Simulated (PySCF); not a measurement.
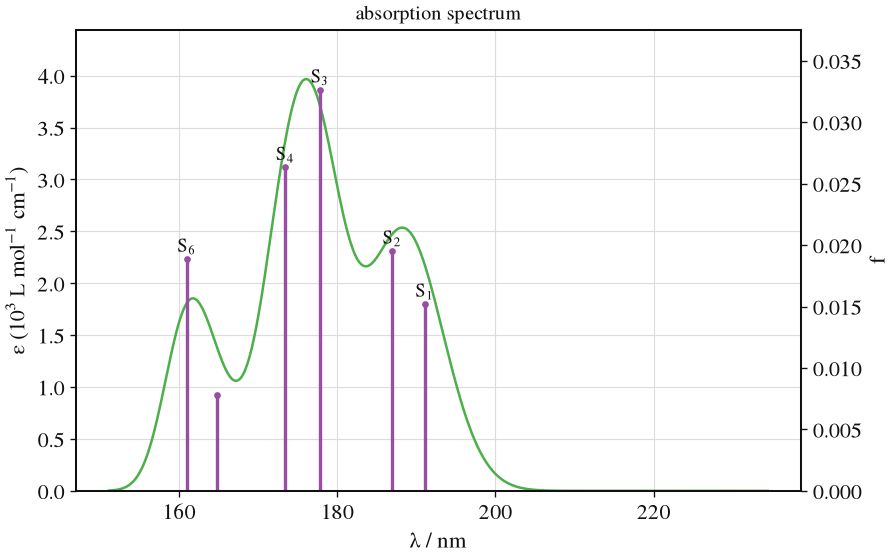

Vertical TDDFT excitations, PBE0/def2-SVPD, PySCF, at a GFN2-xTB geometry (no frequency check), gas phase. The lowest 6 singlet states are shown; each is broadened by a Gaussian of 1/e half-width 0.20 eV. Sticks give oscillator strengths (right axis).

### Which molecule gives this spectrum?
A. CH₆BNO₂, SMILES NCB(O)O
B. C₆H₈F₃⁺, SMILES C=C[C+](CF)CC(F)F
C. C₃H₈GeO, SMILES [GeH3][O]C1CC1, singlet
D. C₄H₄FN, SMILES F/C=C\[C@H]1C=N1

Option C. Its lowest singlet lies at 6.49 eV (f = 0.015) and the brightest of those computed is S3 at 6.97 eV (178 nm), f = 0.033, mainly HOMO → LUMO+1 (93 %).

Known limits of this run: states above the negative HOMO energy depend on the basis; the tight-binding geometry is rougher than a DFT one and adds to the error; one conformer of a flexible molecule; core orbitals are frozen in the response.
